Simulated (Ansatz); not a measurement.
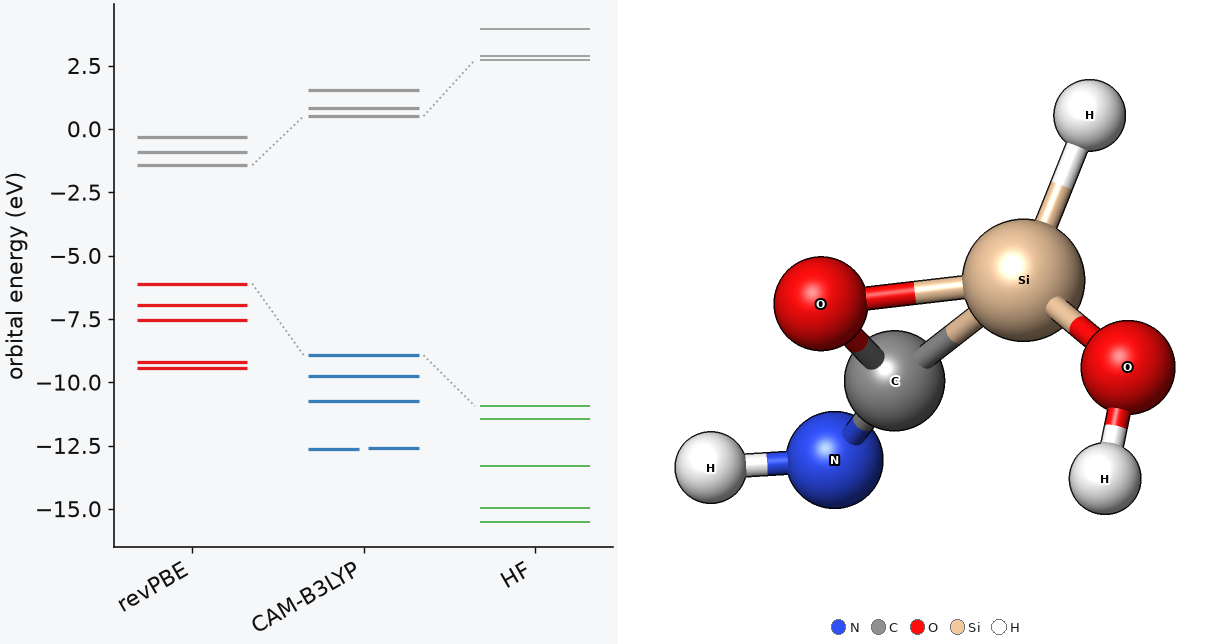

Frontier orbital energies of CH₃NO₂Si, SMILES N(=C1/O[Si@H]1O)/[H] at one geometry, def2-TZVPP, the Ansatz code, at a PBE0-D4/def2-TZVP geometry (a minimum by its frequencies). Empty levels are grey, levels within 0.1 eV stand side by side; all columns show the same few orbitals around the gap. Dotted lines join the HOMOs and the LUMOs.

Q: How do the frontier levels move from column to column?

A: The separation grows from 4.68 eV (revPBE) to 13.67 eV (HF).

| level | HOMO (eV) | LUMO (eV) | separation (eV) |
| --- | --- | --- | --- |
| revPBE | −6.10 | −1.43 | 4.68 |
| CAM-B3LYP | −8.93 | 0.51 | 9.44 |
| HF | −10.94 | 2.73 | 13.67 |

Limits of at least one run: empty levels above zero depend strongly on the basis.
